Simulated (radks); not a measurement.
The C³⁺ ion in the configuration [He] 2s1 (high spin). Method: scalar-relativistic Kohn-Sham, SOGGA, spin-polarised, spherical densities, finite nucleus; computed with the in-house radial solver radks.

```
Z 6
configuration [He] 2s1
relativity scalar-relativistic
functional sogga,pbe
spin polarised
nucleus finite rms 2.4702 fm
c 137.035999084
```

Wanted: the number of electrons inside radius r (solid) and the radial density 4πr²ρ (dashed).

The count levels off at 3 electrons. Half of them lie within 0.342 bohr, 90 % within 1.49 bohr and 99 % within 2.40 bohr. The radial density has a minimum at 0.727 bohr, where the count stands at 2.1; this parts the shells that the density resolves.

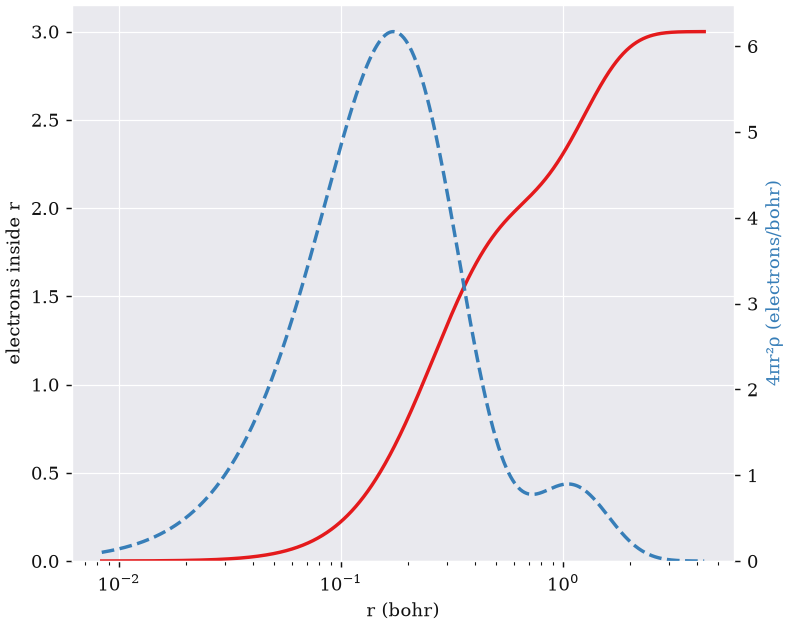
